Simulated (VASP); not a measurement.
Band structure of Tb (relaxed from the fcc structure, space group Fm-3m). Computed with PBEsol GGA, VASP's PBE PAW potentials (set 64) (plane waves; VASP).

The 4f electrons are frozen in the core of the lanthanide potential, so 4f levels, which can set the real gap, and their magnetism are missing.

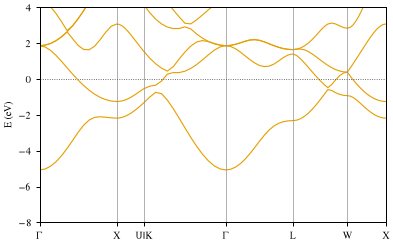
Bands along high-symmetry lines, zero at the valence-band maximum or, without a gap, the Fermi level

Q: Read the plot: is there a gap, and where are the band edges?

A: It has no gap at this level: it comes out as a metal or semimetal. (Edges off the drawn lines would not show.)

The structure was generated: Tb was put into the fcc type (Fm-3m), which need not be its known phase. It was relaxed first, which changed the volume by -6 %.
